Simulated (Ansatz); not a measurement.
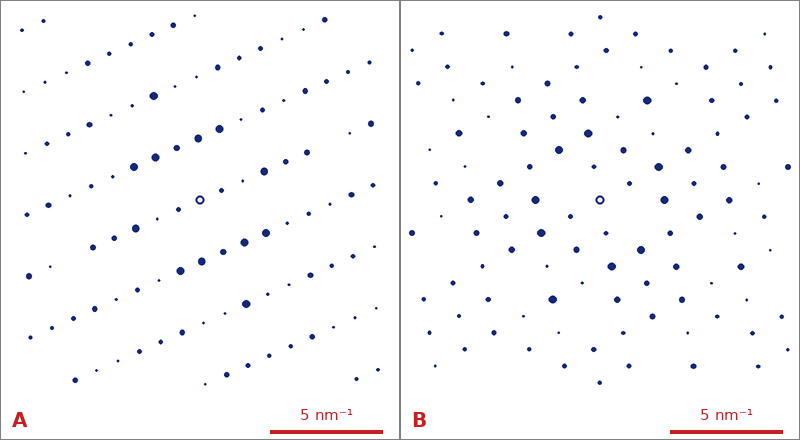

Kinematic electron diffraction patterns (120 kV, B = 0.5 Å², same scale, each along a low-index zone) of two structures of composition K2Zn, each relaxed at zero pressure with Ansatz 0.2.0, DFT PBE, scalar-relativistic, plane waves, PAW.

The structures (standard cells):
1. Fd-3m (No. 227), a = 11.408 Å, 24 atoms; generated start, possibly hypothetical
2. P4/nmm (No. 129), a = 5.528 Å, c = 9.493 Å, 6 atoms; generated start, possibly hypothetical

Q: Which pattern belongs to which structure, and along which zone?

A: A is structure 2 along [110] or an equivalent direction: rectangular net of 0 0 1 at d = 9.49 Å and 1 -1 0 at d = 3.91 Å, 90.0° apart (some points of this net are extinct or too weak to see). B is structure 1 along [110] or an equivalent direction: centred rectangular net of -1 1 -1 at d = 6.59 Å and -1 1 1 at d = 6.59 Å, 70.5° apart (some points of this net are extinct or too weak to see).

Q: Rank the structures by their computed energy.

A: Structure 2 (P4/nmm, 48.34 Å³ an atom) is the lowest of these; structure 1 (Fd-3m, 61.86 Å³ an atom) lies about 250 meV an atom higher. These are static energies at 0 K; other structures, not shown, may lie lower still.
